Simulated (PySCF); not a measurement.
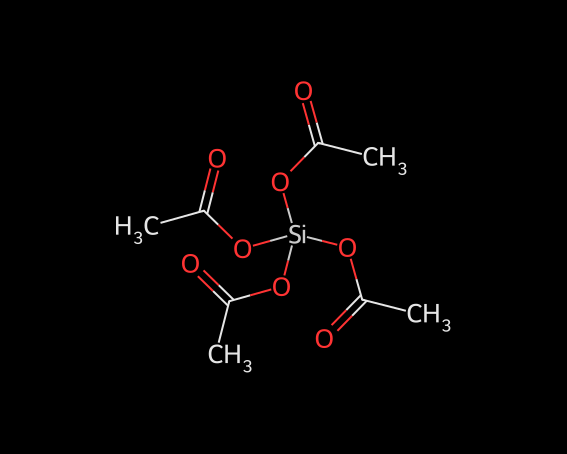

A structural formula.

Give its SMILES.

Answer. CC(=O)O[Si](OC(C)=O)(OC(C)=O)OC(C)=O

Give the formula, hydrogens included.

Answer. C8H12O8Si.

More results for the same structure follow; atom numbers are the same in all pictures, views and colours differ. The geometry was computed by an optimisation with PBE0-D3(BJ)/def2-SVP. No frequency run is at hand to confirm it as a minimum.

Geometry

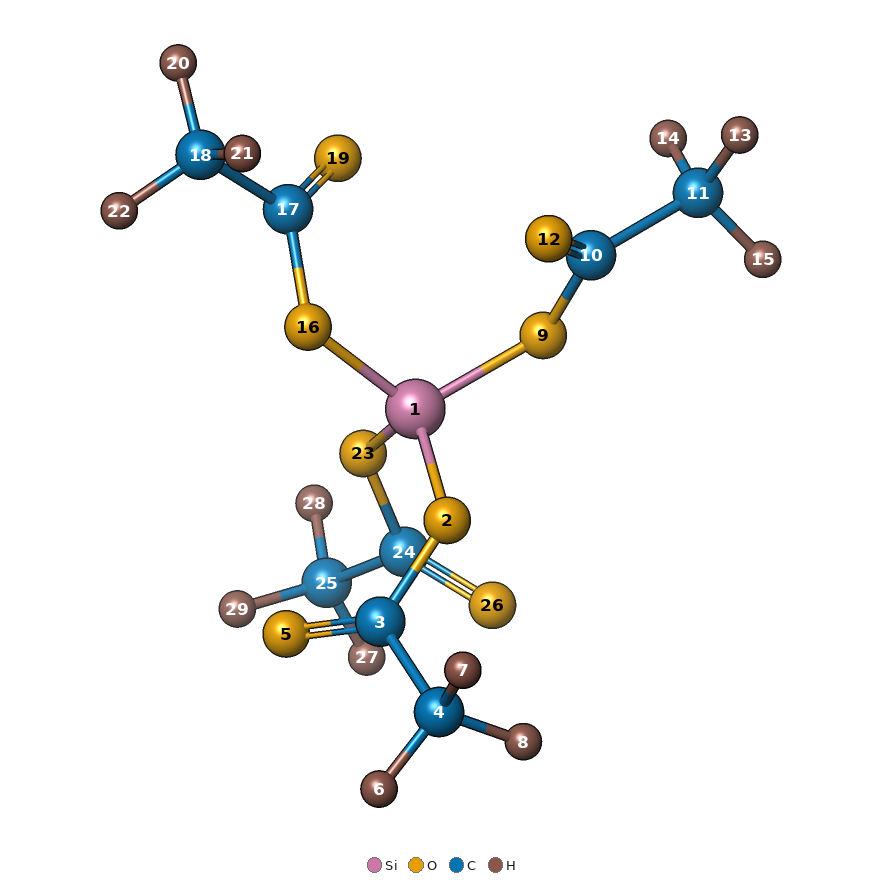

No frequency run is at hand to confirm it as a minimum.

Give these bond angles: O2–Si1–O9, O2–Si1–O16, C3–C4–H8, C4–C3–O5, O9–Si1–O23, O9–C10–C11, O16–C17–C18, O16–C17–O19, C17–C18–H21, O23–C24–C25, C24–C25–H27, C24–C25–H29.

```csv
angle,degrees
O2–Si1–O9,106.9
O2–Si1–O16,106.8
C3–C4–H8,108.5
C4–C3–O5,126.2
O9–Si1–O23,107.2
O9–C10–C11,111.7
O16–C17–C18,111.7
O16–C17–O19,122.1
C17–C18–H21,108.2
O23–C24–C25,111.6
C24–C25–H27,110.0
C24–C25–H29,108.3
```

NMR shielding

The questions are on isotropic NMR shieldings of the C atoms. No frequency run is at hand to confirm it as a minimum. Method: GIAO KT2/pcSseg-1 NMR shielding, non-relativistic, gas phase (PySCF 2.14.0).

Give the isotropic NMR shieldings of the C atoms atom by atom.

| atom | σ (ppm) |
| --- | --- |
| C3 | 20.2 |
| C4 | 161.9 |
| C10 | 20.1 |
| C11 | 161.9 |
| C17 | 20.4 |
| C18 | 161.8 |
| C24 | 20.1 |
| C25 | 161.8 |

Electronic properties

No frequency run is at hand to confirm it as a minimum. Level of theory: ωB97X-D/def2-SVPD, gas phase (PySCF 2.14.0). Excitations: vertical, linear response.

What is the dipole moment?

Answer. 0.15 D.

Estimate the HOMO energy (Kohn–Sham orbital).

Answer. −10.31 eV.

What is the mean static polarisability?

Answer. 136.8 bohr³.

Estimate the LUMO energy (Kohn–Sham orbital).

Answer. 1.44 eV.

Quadrupole coupling

No frequency run is at hand to confirm it as a minimum. Electric field gradients from the ground-state density, PBE0/pcSseg-1 (PySCF 2.14.0), non-relativistic apart from any core potentials.

Give the largest field-gradient component, the quadrupole coupling constant and the asymmetry for 17O at O2 (Q = −25.6 mb), 17O at O5 (Q = −25.6 mb), 17O at O9 (Q = −25.6 mb), 17O at O12 (Q = −25.6 mb), 17O at O16 (Q = −25.6 mb), 17O at O19 (Q = −25.6 mb), 17O at O23 (Q = −25.6 mb), 17O at O26 (Q = −25.6 mb), 2H at H6 (Q = 2.86 mb), 2H at H7 (Q = 2.86 mb).

```csv
atom,V_zz (a.u.),e²qQ/h (MHz),η
O2,1.438,−8.65,0.13
O5,−1.653,9.94,0.24
O9,1.434,−8.63,0.12
O12,−1.650,9.92,0.24
O16,1.442,−8.68,0.16
O19,−1.652,9.94,0.25
O23,1.438,−8.65,0.17
O26,−1.652,9.94,0.25
H6,0.295,0.199,0.03
H7,0.291,0.195,0.04
```
